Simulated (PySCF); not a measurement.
## A study: C2H3F, SMILES `FC=C`

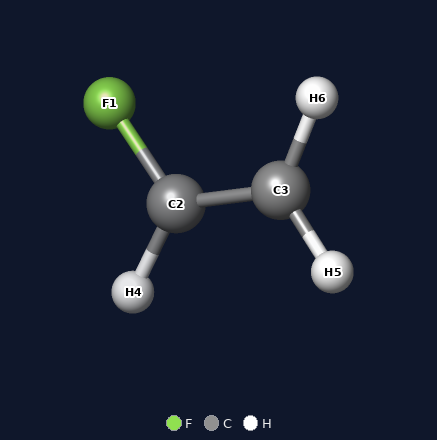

The molecule, with its atoms numbered as below. No frequency check shows the geometry to be a minimum.

Geometry (Å), atoms numbered from 1:

```
F1       1.1495   -0.2251    0.0000
C2      -0.0191    0.4342    0.0000
C3      -1.1733   -0.1949    0.0000
H4       0.1292    1.5046    0.0000
H5      -2.0946    0.3549    0.0000
H6      -1.2257   -1.2691    0.0000
```

Part 1: Bonding charge

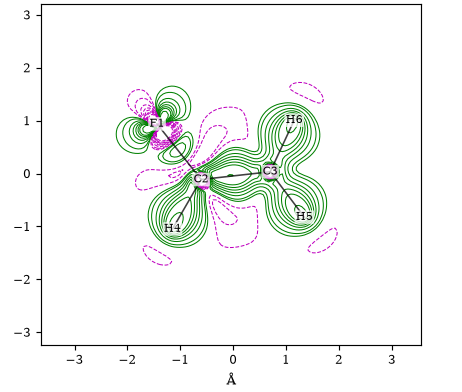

Deformation density (molecule less spherical, spin-averaged free atoms) in the molecular plane; contours at ±0.05 to ±0.8 e/Å³; solid green lines: gain, dashed magenta lines: loss.

Level of theory: PBE/def2-TZVP (PySCF), at a geometry from GFN2-xTB.

> How much density has each bond in this plane gained at its critical point, relative to the free atoms?

C2–H4: +0.79 e/Å³ at the bond critical point (bond length 1.08 Å, Mayer order 1.0). C2–C3: +0.78 e/Å³ at the bond critical point (bond length 1.31 Å, Mayer order 1.9). C3–H5: +0.71 e/Å³ at the bond critical point (bond length 1.07 Å, Mayer order 0.9). C3–H6: +0.71 e/Å³ at the bond critical point (bond length 1.07 Å, Mayer order 0.9). F1–C2: −0.01 e/Å³ at the bond critical point (bond length 1.34 Å, Mayer order 1.1); up to 0.6 Å beside the axis the gain reaches +0.26 e/Å³. In all, 1.2 electrons gather in the regions of gain relative to the promolecule. A small or negative value marks a very polar bond, one between electron-rich atoms, whose free-atom densities already overlap strongly, a long bond to a heavier atom, or a closed-shell contact such as a hydrogen bond.

Part 2: Bond critical points

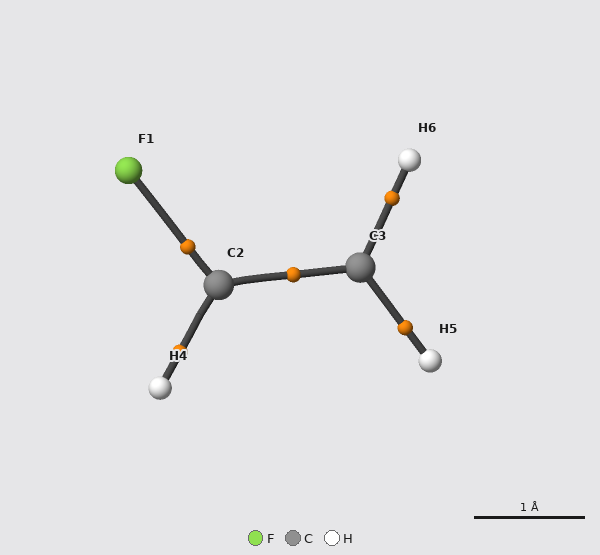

Molecular graph of the electron density (QTAIM): bond paths, bond critical points (orange), ring points (yellow, if any); weak paths are dashed.

> How many critical points of each kind are there, and does the count close?

6 nuclei, 5 bond, 0 ring and 0 cage critical points: 6 − 5 + 0 − 0 = 1, as the Poincaré–Hopf relation requires.

> Give the properties at the bond critical points.

```json
{"bond": "C2–C3", "length (Å)": "1.314", "ρ (a.u.)": "0.363", "∇²ρ (a.u.)": "−1.12", "ε": "0.39", "H (a.u.)": "−0.442"}
{"bond": "C2–H4", "length (Å)": "1.081", "ρ (a.u.)": "0.292", "∇²ρ (a.u.)": "−1.06", "ε": "0.05", "H (a.u.)": "−0.299"}
{"bond": "C3–H5", "length (Å)": "1.073", "ρ (a.u.)": "0.285", "∇²ρ (a.u.)": "−1.00", "ε": "0.02", "H (a.u.)": "−0.292"}
{"bond": "C3–H6", "length (Å)": "1.075", "ρ (a.u.)": "0.284", "∇²ρ (a.u.)": "−0.99", "ε": "0.01", "H (a.u.)": "−0.290"}
{"bond": "F1–C2", "length (Å)": "1.342", "ρ (a.u.)": "0.266", "∇²ρ (a.u.)": "−0.11", "ε": "0.04", "H (a.u.)": "−0.403"}
```

> What kind of interaction is C3–H6?

Shared-shell (covalent): ρ = 0.284, ∇²ρ = −0.99, H = −0.290 a.u.

Part 3: Local ionisation energy

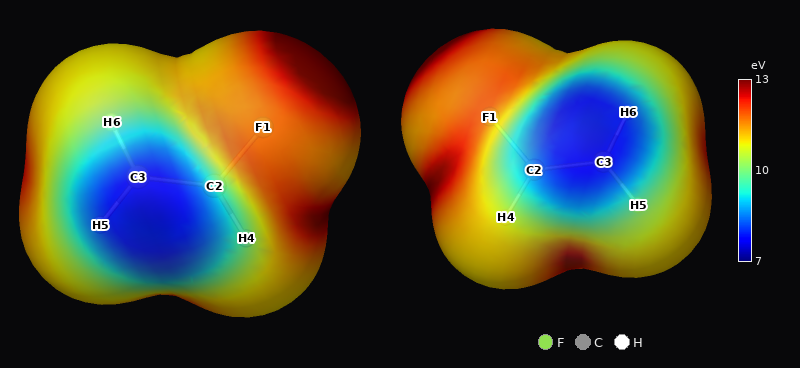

Average local ionisation energy on the surface of electron density 0.001 a.u. (back view left, front view right).

> Locate the minima of the map.

The lowest value is 7.4 eV, off the molecular plane, over C3 (2.1 Å), and at like points elsewhere. Further minima include 11.0 eV, 1.3 Å from H4; 11.3 eV, 1.7 Å from F1. For comparison, the highest occupied orbital lies at −6.5 eV.

> What volume does the surface enclose, and what is the dipole moment?

About 62 Å³; the dipole moment is 1.2 D.

Part 4: In an electric field

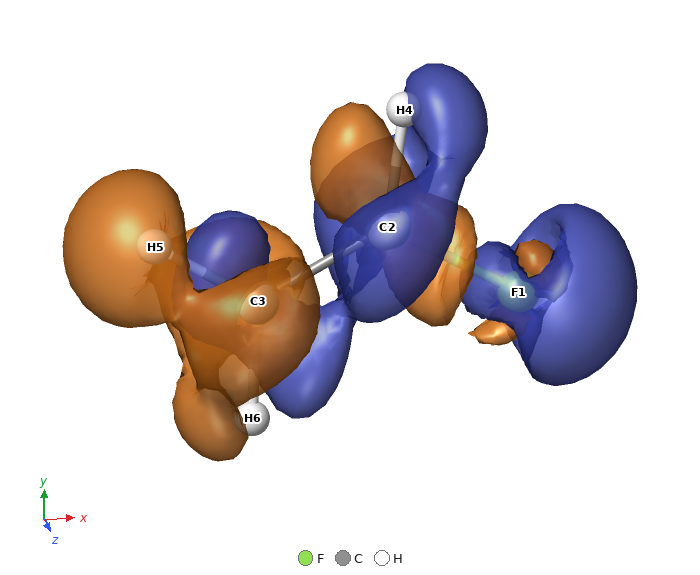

Change of the electron density in a uniform field of 0.21 V/Å, surfaces at ±0.002 e/Å³ (orange: gain, blue: loss).

Method: PBE/def2-TZVP; geometry: GFN2-xTB; program: PySCF. A basis without diffuse functions makes polarisabilities too small.

> Along which Cartesian direction does the field point?

Along +x: electrons gather on the −x side, against the field.

> How large is the response?

The induced dipole is 0.34 D (along the field); α along this axis, from the fields in both directions, is 33 bohr³ (4.9 Å³).

> Which atoms gain and lose the most charge?

Electrons gather most on C3 (Hirshfeld charge changes by −0.009 e) and leave F1 most (+0.012 e); 0.033 electrons are displaced in all.

Part 5: Removing or adding an electron

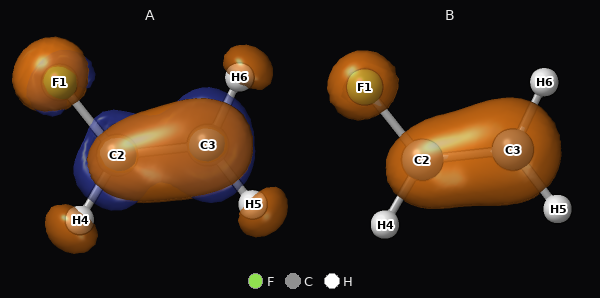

The Fukui function f⁻ from two separate SCF calculations and the density of the HOMO, at ±0.04 e/Å³ (orange positive, blue negative).

> Which panel is which, and how good is the frozen-orbital picture?

A is f⁻ (it has negative regions), B the HOMO density. The HOMO lies on C3 (42 %), C2 (31 %) and F1 (17 %); f⁻ (Hirshfeld-condensed) is largest on C3 (0.30), C2 (0.23) and F1 (0.19); the vertical ionisation energy is 10.39 eV. Relaxation shifts 20 % of the electron between atoms. The orbital energy is −6.50 eV.

The PySCF runs shown took 12 s, 24 s and 4 min on 1 thread of Intel(R) Xeon(R) Platinum 8259CL CPU @ 2.50GHz (Skylake/Cascade Lake), on a shared host.
